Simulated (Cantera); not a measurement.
A closed system holds: 1 mol Cu, 0.0042 mol O2, 26 mol N2, at 9.40 bar.

Method: chemical equilibrium by Gibbs-energy minimisation in Cantera with the NASA 1993 tables (ideal gas, pure condensed phases). Candidate condensed phases: Cu, CuO, Cu2O; 12 gas species. Each liquid is taken as pure. Mutual solubility and eutectic melting of coexisting phases are not modelled. Rates play no part.

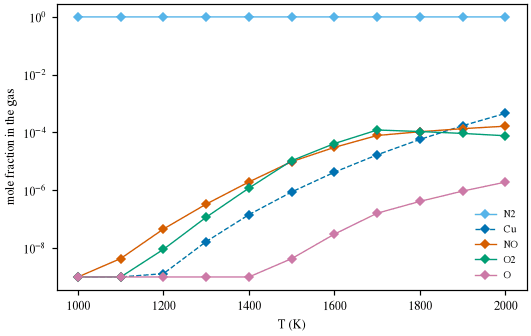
Figure. Equilibrium gas composition (values under 1e-9 drawn at 1e-9)

From 1000 K to 1300 K the condensed part is Cu(s) + Cu2O(s). From 1400 K to 1500 K the condensed part is Cu(l) + Cu2O(s). At 1600 K the condensed part is Cu(l) + Cu2O(l). From 1700 K to 2000 K the condensed part is Cu(l).
